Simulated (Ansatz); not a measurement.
AlBH4OSe (SMILES B[O][AlH][SeH])

```csv
atom,x (Å),y (Å),z (Å)
Al,-0.1625,1.9712,-0.5125
B,-3.1385,1.7935,0.0980
O,-1.8309,1.8685,-0.1809
Se,1.1903,2.6293,1.2452
H,-3.8422,2.7691,-0.0632
H,-3.6045,0.7506,0.5084
H,0.3608,1.6266,-1.9503
H,2.3933,2.5296,0.3936
```

Geometry: B3LYP-D3(BJ)/def2-SVP.

Method: isolated molecule in a Gaussian basis; Kohn-Sham density functional theory, functional PBE0 (Ansatz 0.2.0).

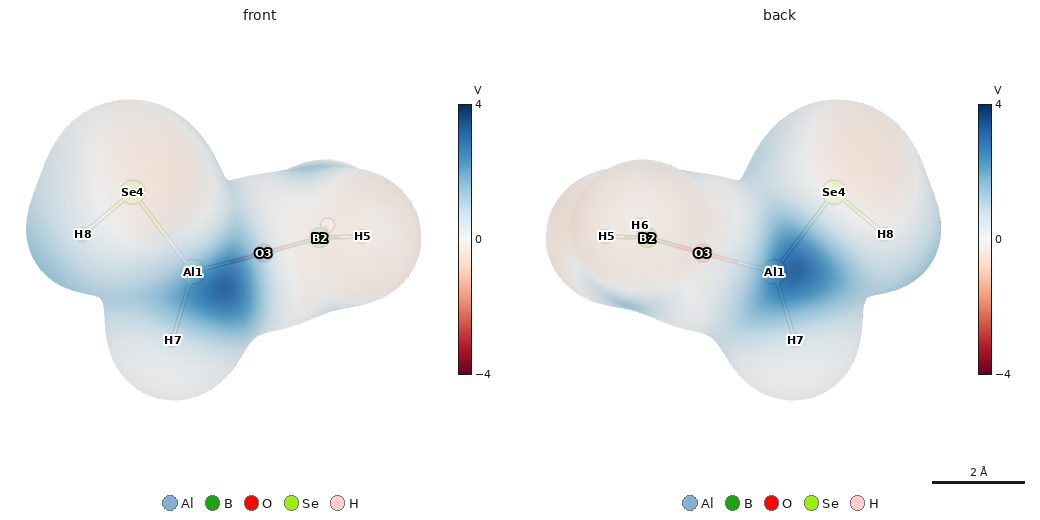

Figure 1. The electrostatic potential painted on the density surface at 0.002 e/bohr³, seen from the front and from behind; red is negative and blue positive.

Which sites attract a positive test charge, and which a negative one?

A positive charge is drawn to the negative regions and a negative charge to the positive ones. The most negative region (about −0.4 V, or −9 kcal/mol for a unit charge) lies over Se4 and H5, the most positive (about +3.2 V, or +74 kcal/mol for a unit charge) over Al1.

What dipole moment does the calculation give?

Its dipole moment is 1.52 D.

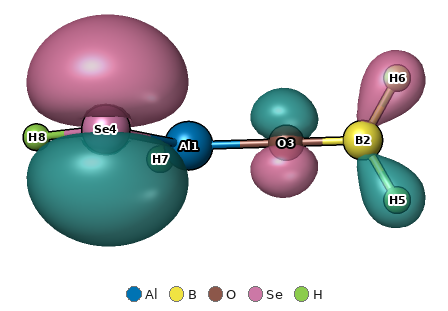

Figure 2. One frontier orbital at ±0.1 Å⁻³ᐟ² (teal and pink are the two phases), seen from one side.

Which orbital is it: HOMO or LUMO?

The HOMO, at −7.52 eV. Its weight (Hirshfeld) is mainly on Se4 (about 75 %); largely a lone pair of Se4.

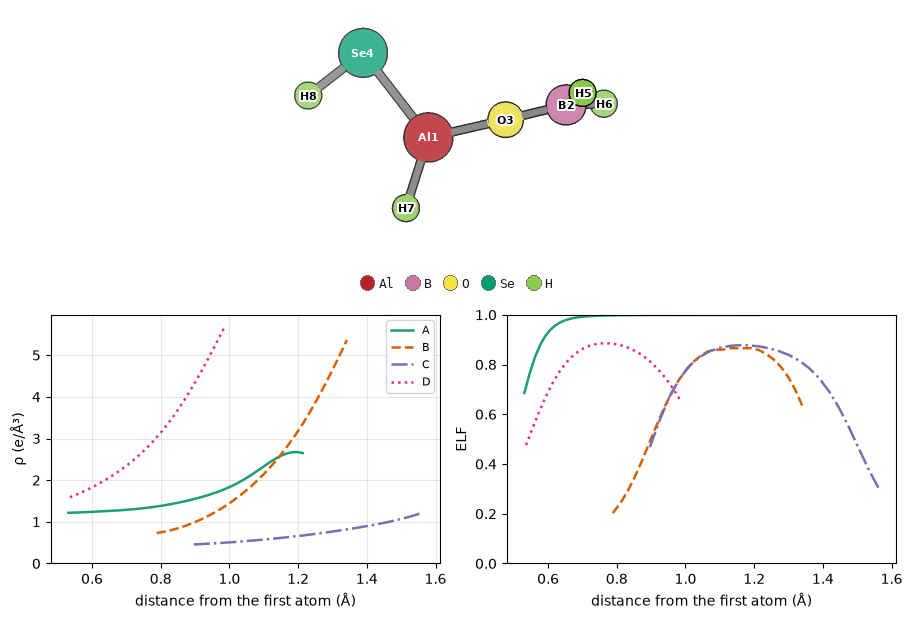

Figure 3. Total electron density and electron localisation function along straight lines between neighbouring atoms. The curves leave out the atomic cores. The structure is drawn too.

Which curve belongs to which contact (Al–O, Al–Se, B–H and B–O)? The first atom named is at distance zero.

Curve A: B–H (1.21 Å): ρ is about 1.2 e/Å³ halfway; the ELF climbs to about 1 towards the hydrogen, as it does in any bond to H; a covalent bond by its length. Curve B: Al–O (1.70 Å): the density is about 0.85 e/Å³ at the midpoint; the ELF peaks at about 0.85 in the valence shell of O, 0.6 Å from its nucleus, and is about 0.35 at the midpoint. Curve C: Al–Se (2.31 Å): the density is about 0.62 e/Å³ at the midpoint; the ELF peaks at about 0.90 in the valence shell of Se, 1.2 Å from its nucleus, and is about 0.90 at the midpoint. Curve D: B–O (1.34 Å): the density is about 2.2 e/Å³ at the midpoint; the ELF peaks at about 0.90 between the atoms (a short, strongly polar bond).
